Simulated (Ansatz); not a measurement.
# How Ni(100) screens a field, part 3 of 3

Where does the screening charge of Ni(100) sit?

Ansatz 0.2.0; plane-wave DFT, r2SCAN, Ansatz PAW.

So far. Step 9 (Single point, field 0.4 V/Å): The dipole is 0.141 e·Å. Step 10 (The response): The induced dipole is that of a conductor 10.26 Å thick.

## (11) A changed input: crystal.symmetry = {"detect": false} (continued)

Force by atom:

```csv
atom,x (eV/Å),y (eV/Å),z (eV/Å),size
Ni1,0.000,0.000,0.634,0.634
Ni2,0.000,0.000,-0.420,0.420
Ni3,0.000,0.000,0.000,0.000
Ni4,0.000,0.000,0.420,0.420
Ni5,0.000,0.000,-0.634,0.634
```

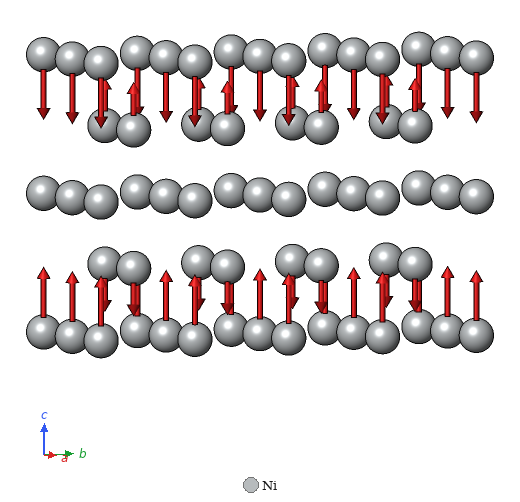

Force as arrows, the longest 0.634 eV/Å. 2×4×1 cells are drawn. Some periodic images of atoms are drawn too.

```csv
quantity,this run,earlier run,difference
dipole along the normal (e·Å),0.01757,0.01757,-1.4e-6
total moment (μB),3.854,3.854,1.1e-7
```

Nothing in the table moves by 0.01 in its unit (for the dipole 0.5 % and 5e-5 e·Å).

## (12) Varying the input: efield.ramp_width = 0.04

Another changed input: it repeats the earlier run at 0.05 V/Å with efield.ramp_width from 0.06 to 0.04.

input.yaml

```yaml
crystal:
  lattice:
    - [2.4890158698, 0.0, 0.0]
    - [0.0, 2.4890158698, 0.0]
    - [0.0, 0.0, 25.04]
  atoms:
    - { symbol: Ni, position: [0.0, 0.0, 0.3594249201], spin: 0.7 }
    - { symbol: Ni, position: [0.5, 0.5, 0.4297124601], spin: 0.7 }
    - { symbol: Ni, position: [0.0, 0.0, 0.5], spin: 0.7 }
    - { symbol: Ni, position: [0.5, 0.5, 0.5702875399], spin: 0.7 }
    - { symbol: Ni, position: [0.0, 0.0, 0.6405750799], spin: 0.7 }
magnetization:
  spin_polarized: true
kpoints:
  mp_grid: { grid: [20, 20, 1] }
hamiltonian:
  xc: r2scan
scf:
  occupations: { method: fermi_dirac, width: 0.1 }
  convergence: { dr2_threshold: 1.0e-10 }
efield:
  axis: 3
  dipole_correction: true
  ramp_position: 0.97
  ramp_width: 0.04
  amplitude: 0.05
output:
  forces: true
  write_potential: true
  write_density: true
  volumetric_format: npy
```

Started as:

```sh
> ansatz run input.yaml --threads 4 --pin off --max-ram 6144MiB --backend cpu --events-out ev --progress --plain --runs-dir out
```

Numbers of over 12 decimals in the logs are rounded to 6 here.

What it wrote:

```text
[...]
Crystal: 5 atoms, lattice volume = 155.128 Å³
Basis set: ecut = 500 eV, 4007 PW (Γ), exchange–correlation on 80×80×768 points (64 copies of the dense FFT grid, shifted against one another)
Bands: 57, of which v1, the nominal top of the filled ones, is band 45 counted from 1 (44 counted from 0)
Symmetry: 8 space group operations
k-points: 66 of 400
[...]
Starting moments: Σ|m| = 3.5 μB on 5 of 5 sites
[...]
SCF iter   1: F=—  HF=-29218.814613 eV  |F-HF|=—  |Δ(HF+E_count)|=         —  Δρ=2.71e-2 (↑2.38e-2 ↓2.71e-2)  dr2=5.15e0  dr2_τ=2.83e-2  dr2_m=6.80e-1  M=4.020 μB ∫|m|=4.256 μB  β_m=1.00  ethr=3.10e-3  p=0.000 e·Å  D=6.01e-7 V/Å  ΔV_dip=-0.00 eV  dr2_dipole=3.36e-1  V_vac-E_F(+/−)=8.11/6.94 eV  ⟨swp⟩=10.6  Hψ=38573  notcnv=0  defer=124
[...]
SCF iter  32: F=-29224.478641 eV  HF=-29224.478641 eV  |F-HF|=1.78e-10  |Δ(HF+E_count)|=  3.27e-11  Δρ=1.33e-7 (↑1.42e-8 ↓1.33e-7)  dr2=6.19e-11  dr2_τ=6.80e-14  dr2_m=5.24e-12  M=3.854 μB ∫|m|=4.770 μB  ethr=1.00e-12  p=0.018 e·Å  D=2.05e-2 V/Å  ΔV_dip=-0.51 eV  dr2_dipole=5.66e-12  V_vac-E_F(+/−)=5.24/4.58 eV  ⟨swp⟩=10.6  Hψ=36364  notcnv=0
SCF 1 converged in 32 iterations: F = -29224.478641 eV  dr2 = 6.19e-11
[...]
SCF converged after 32 iterations
[...]
Magnetization: 3.8541 μB (46.9270 up, 43.0730 down)
Absolute magnetization: 4.7759 μB (∫|ρ↑−ρ↓|, with the PAW one-centre terms)
[...]
Per-site moments (μB) at R_I (Å): [(0.884809, 1.026719), (0.824114, 1.026719), (0.817633, 1.026719), (0.824438, 1.026719), (0.885138, 1.026719)]
Free energy (F): -29224.478641 eV
[...]
Internal energy: -29224.257971 eV  (E = F + TS)
E sigma→0 (E₀):  -29224.368306 eV
Entropy (-TS):   -0.220670 eV (-44.134 meV/atom)
Fermi energy:    3.206794 eV
Dipole field:    D = 0.020491 V/Å  (p = 0.017567 e·Å, saw-weighted, corrected)
Work function:   not extracted (applied field tilts the vacuum); planar V_es + V_field profile in the machine report
[...]
--- Forces (eV/Å), atoms counted from 1 ---
  atom   1  Ni    -0.00000000     0.00000000     0.63369733
  atom   2  Ni    -0.00000000     0.00000000    -0.41982200
  atom   3  Ni     0.00000000     0.00000000     0.00008925
  atom   4  Ni    -0.00000000     0.00000000     0.42035672
  atom   5  Ni     0.00000000     0.00000000    -0.63431935
  max |Σ_I F_I| component: 1.95e-6 eV/Å
--- Band table (eV; the first three rows and the last of 132) ---
  k-point 0 ↑: bands = [... 41 lower, 1.8190, 1.8400, 1.8400, 1.9918, 2.1195, 2.1195, 2.1582, 2.2337, ... 8 higher]
  k-point 1 ↑: bands = [... 41 lower, 1.7671, 1.7971, 1.8751, 2.0168, 2.0793, 2.1294, 2.1789, 2.2152, ... 8 higher]
  k-point 2 ↑: bands = [... 41 lower, 1.7000, 1.7164, 1.7687, 2.0183, 2.0432, 2.1710, 2.1904, 2.3877, ... 8 higher]
  k-point 65 ↓: bands = [... 41 lower, 3.7566, 3.8422, 3.9262, 3.9266, 6.3341, 6.3341, 8.4001, 8.4001, ... 8 higher]
```

It took 2.9 min on 4 threads of Intel Xeon 6975P-C (Granite Rapids), shared host; peak memory 1.5 GiB; 11 min of CPU time.

Force by atom:

```csv
atom,x (eV/Å),y (eV/Å),z (eV/Å),size
Ni1,0.000,0.000,0.634,0.634
Ni2,0.000,0.000,-0.420,0.420
Ni3,0.000,0.000,0.000,0.000
Ni4,0.000,0.000,0.420,0.420
Ni5,0.000,0.000,-0.634,0.634
```

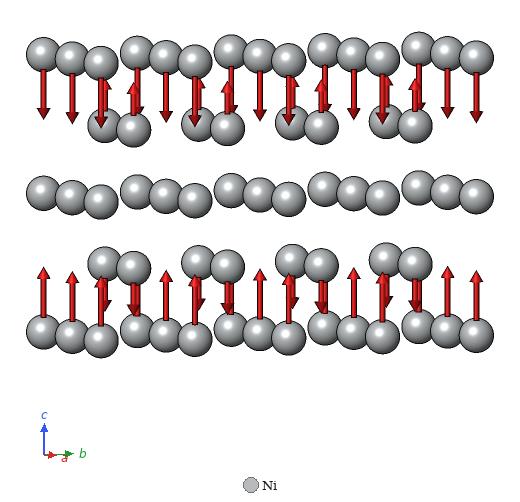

Force as arrows, the longest 0.634 eV/Å. 2×4×1 cells are drawn. Some periodic images of atoms are drawn too.

```csv
quantity,this run,earlier run,difference
dipole along the normal (e·Å),0.01757,0.01757,-3.7e-6
total moment (μB),3.854,3.854,-9.6e-8
```

Nothing in the table moves by 0.01 in its unit (for the dipole 0.5 % and 5e-5 e·Å). The run took 32 SCF cycles against 31.

## (13) What came out

| Property | Result |
| --- | --- |
| work function | 4.94 eV |
| image plane, upper face | 1.62 Å |
| induced electrons on the upper face over ε₀E | -0.998 |
| equivalent conductor thickness p/(ε₀AE) | 10.3 Å |

The induced charge has its centre 1.62 Å outside the outermost atoms; this is the plane from which a capacitor's gap or an image potential counts. The equivalent conductor thickness exceeds the distance between the outer atoms by 3.22 Å, about the sum of the two image-plane distances. The atoms are held at bulk positions with the tabulated experimental lattice constant. The magnetic order is the one reached from the typed start; other orders were not compared.

[Logs are printed without paths, hosts, clocks, repeated set-up lines and the standing remarks that a program may print on its own settings, such as how far it seeks lower states.]

[Hosts, paths, dates, database ids (printed as entryN), source tags and the programs' standing remarks are cut or masked in the printed files.]

[Maps of the electrostatic potential energy from Ansatz leave out the sawtooth potential of an applied field or a dipole correction, so their vacuum need not be flat; planar profiles and work functions include it.]
